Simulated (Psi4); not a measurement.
# GeH2 (SMILES [GeH2]): HF/def2-TZVPPD

What is the vertical ionisation energy of GeH2 at HF/def2-TZVPPD? 

The calculation is run with Psi4 1.11.

2 further runs of the same task are left out: 2 set aside as unsound or not needed.

## Step 1: Starting point

GeH2 has 3 atoms, charge 0, and is taken as a singlet. As SMILES, `[GeH2]`. The coordinates come from a PBE0-D4/def2-TZVP relaxation.

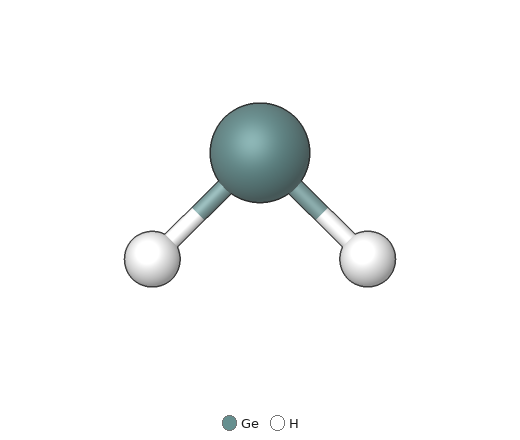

The structure, seen from a chosen angle (germanium teal, hydrogen white).

## Step 2: A single-point energy at HF/def2-TZVPPD

Input file job.json:

```json
{
 "schema_name": "qcschema_input",
 "schema_version": 1,
 "molecule": {
  "schema_name": "qcschema_molecule",
  "schema_version": 2,
  "symbols": ["Ge", "H", "H"],
  "geometry": [-1.07733286, 0.76552805, -0.49832078, 1.47965556, 1.40520035, 0.9618706, -0.40232269, -2.1707284, -0.46354982],
  "molecular_charge": 0,
  "molecular_multiplicity": 1,
  "fix_symmetry": "c1"
 },
 "driver": "energy",
 "model": {
  "method": "hf",
  "basis": "def2-TZVPPD"
 },
 "keywords": {
  "reference": "rhf",
  "puream": true,
  "e_convergence": 1e-09,
  "d_convergence": 1e-08,
  "scf_type": "pk",
  "scf_properties": ["DIPOLE", "LOWDIN_CHARGES", "MAYER_INDICES"]
 }
}
```

Command:

```sh
psi4 --qcschema job.json -n 1 --memory 2200MB
```

stdout:

```text
[...]
  Running in c1 symmetry.
[...]
  Nuclear repulsion =   21.473702033599352
[...]
  Multiplicity = 1
[...]
  Nalpha       = 17
  Nbeta        = 17
[...]
    Number of basis functions: 88
[...]
   @RHF iter   1: -2075.29108209908964   -3.20080e+00   3.06492e-02 ADIIS/DIIS
[...]
   @RHF iter  10: -2076.47679827468892    1.81899e-12   1.70559e-09 DIIS
[...]
    Orbital Energies [Eh]
    ---------------------
    Doubly Occupied:
       1A   -405.240608     2A    -52.147896     3A    -46.236020
       4A    -46.233813     5A    -46.233333     6A     -7.189547
       7A     -5.167503     8A     -5.160224     9A     -5.157804
      10A     -1.642200    11A     -1.638800    12A     -1.635719
      13A     -1.629711    14A     -1.625854    15A     -0.673468
      16A     -0.437186    17A     -0.338138
[...]
  @RHF Final Energy: -2076.47679827468892
   => Energetics <=
    Nuclear Repulsion Energy =             21.4737020335993520
    One-Electron Energy =               -2939.1253555531948223
    Two-Electron Energy =                 841.1748552449065528
    Total Energy =                      -2076.4767982746889174
[...]
 Multipole Moments:
 ------------------------------------------------------------------------------------
     Multipole            Electronic (a.u.)      Nuclear  (a.u.)        Total (a.u.)
 ------------------------------------------------------------------------------------
 L = 1.  Multiply by 2.5417464519 to convert [e a0] to [Debye]
 Dipole X            :         -1.9640765            1.9501117           -0.0139648
 Dipole Y            :          1.2754231           -1.2664574            0.0089658
 Dipole Z            :         -0.0000000           -0.0000000           -0.0000000
 Magnitude           :                                                    0.0165952
[...]
```

The result, in JSON:

```text
{
 "driver": "energy",
 "model": {
  "method": "hf",
  "basis": "def2-TZVPPD"
 },
 "success": true,
 "return_result": -2076.476798274689,
 "properties": {
  "calcinfo_nbasis": 88,
  "calcinfo_nmo": 88,
  "calcinfo_nalpha": 17,
  "calcinfo_nbeta": 17,
  "calcinfo_natom": 3,
  "nuclear_repulsion_energy": 21.473702033599352,
  "return_energy": -2076.476798274689,
  "scf_one_electron_energy": -2939.125355553195,
  "scf_two_electron_energy": 841.1748552449066,
  "scf_dipole_moment": [-0.0139647793226656, 0.008965777839855749, -1.6192564484527005e-15],
  "scf_total_energy": -2076.476798274689,
  "scf_iterations": 10
 }
}
```

It took 3.9 s on 1 thread of Intel Xeon at 2.70GHz, shared host; peak memory 0.34 GiB.

## Step 3: The doublet cation, same level

Input file geh2.xyz:

```xyz
3
GeH2
Ge    -0.570100     0.405100    -0.263700
H      0.783000     0.743600     0.509000
H     -0.212900    -1.148700    -0.245300
```

Input file job.py:

```python
import psi4

psi4.set_memory('2200 MB')
psi4.set_num_threads(1)
psi4.core.set_output_file('run.log', False)

with open('geh2.xyz') as f:
    atoms = ''.join(f.readlines()[2:])
geom = psi4.geometry('1 2\n' + atoms + 'symmetry c1')

psi4.set_options({
    'basis': 'def2-TZVPPD',
    'reference': 'uhf',
    'puream': True,
    'e_convergence': 1e-09,
    'd_convergence': 1e-08,
    'scf_type': 'pk',
    'maxiter': 100,
})

result = psi4.energy('hf')
print(f'hf energy: {result:.10f} Eh')
for k, v in sorted(psi4.core.scalar_variables().items()):
    print(f'{k:45s} {v:18.10f}')
```

Command:

```sh
python job.py
```

run.log:

```text
[...]
  Running in c1 symmetry.
[...]
  Nuclear repulsion =   21.473702028079785
[...]
  Multiplicity = 2
[...]
  Nalpha       = 17
  Nbeta        = 16
[...]
    Number of basis functions: 88
[...]
   @UHF iter   1: -2075.18773370892313   -3.09745e+00   2.93475e-02 DIIS/ADIIS
[...]
   @UHF iter  12: -2076.16631911655713   -1.31877e-11   4.98792e-09 DIIS
[...]
   @S^2 Observed:                7.665954805E-01
[...]
    Orbital Energies [Eh]
    ---------------------
    Alpha Occupied:
       1A   -405.571708     2A    -52.476508     3A    -46.564658
       4A    -46.563906     5A    -46.561418     6A     -7.519447
       7A     -5.495787     8A     -5.493022     9A     -5.485299
      10A     -1.970433    11A     -1.967418    12A     -1.963819
      13A     -1.958307    14A     -1.954817    15A     -0.981362
      16A     -0.726006    17A     -0.685393
    Alpha Virtual:
      18A     -0.256882    19A     -0.119612    20A     -0.099887
      21A     -0.055084    22A     -0.034267    23A     -0.033379
      24A     -0.027355    25A      0.012296    26A      0.019207
[...]
  @UHF Final Energy: -2076.16631911655713
   => Energetics <=
    Nuclear Repulsion Energy =             21.4737020280797850
    One-Electron Energy =               -2928.2393963002732562
    Two-Electron Energy =                 830.5993751556362668
    Total Energy =                      -2076.1663191165571334
  UHF NO Occupations:
  HONO-2 :   15  A 1.9961273
  HONO-1 :   16  A 1.9956782
[...]
 Multipole Moments:
 ------------------------------------------------------------------------------------
     Multipole            Electronic (a.u.)      Nuclear  (a.u.)        Total (a.u.)
 ------------------------------------------------------------------------------------
 L = 1.  Multiply by 2.5417464519 to convert [e a0] to [Debye]
 Dipole X            :         -1.9841277            1.9501117           -0.0340159
 Dipole Y            :          1.2885337           -1.2664574            0.0220764
 Dipole Z            :          0.0000000           -0.0000000            0.0000000
 Magnitude           :                                                    0.0405518
[...]
```

Standard output:

```text
hf energy: -2076.1663191166 Eh
CURRENT ENERGY                                  -2076.1663191166
CURRENT REFERENCE ENERGY                        -2076.1663191166
DD SOLVATION ENERGY                                 0.0000000000
HF KINETIC ENERGY                                2075.9999306175
HF POTENTIAL ENERGY                             -4152.1662497341
HF TOTAL ENERGY                                 -2076.1663191166
HF VIRIAL RATIO                                     2.0000801486
NUCLEAR REPULSION ENERGY                           21.4737020281
ONE-ELECTRON ENERGY                             -2928.2393963003
PCM POLARIZATION ENERGY                             0.0000000000
PE ENERGY                                           0.0000000000
SCF ITERATION ENERGY                            -2076.1663191166
SCF ITERATIONS                                     12.0000000000
SCF TOTAL ENERGY                                -2076.1663191166
TWO-ELECTRON ENERGY                               830.5993751556
```

Wall time 4.2 s (1 thread of Intel Xeon at 2.70GHz, shared host); peak memory 0.34 GiB.

## Step 4: Results

At HF/def2-TZVPPD:

| quantity | value |
| --- | --- |
| singlet GeH2: total energy | -2076.47680 Eh |
| singlet GeH2: dipole moment | 0.04 D |
| singlet GeH2: HOMO energy | -9.20 eV |
| singlet GeH2: LUMO energy | 0.17 eV |
| singlet GeH2: HOMO–LUMO gap | 9.37 eV |
| doublet cation: total energy | -2076.16632 Eh |
| doublet cation: HOMO energy (highest over α and β) | -18.53 eV |
| doublet cation: LUMO energy (lowest over α and β) | -7.79 eV |
| doublet cation: ⟨S²⟩ | 0.767 |
| vertical ionisation energy (to the doublet cation) | 8.449 eV |

In words: The vertical ionisation energy comes to 8.45 eV (815 kJ/mol). The negative HOMO energy of the first species, 9.20 eV, lies 0.75 eV above that difference.
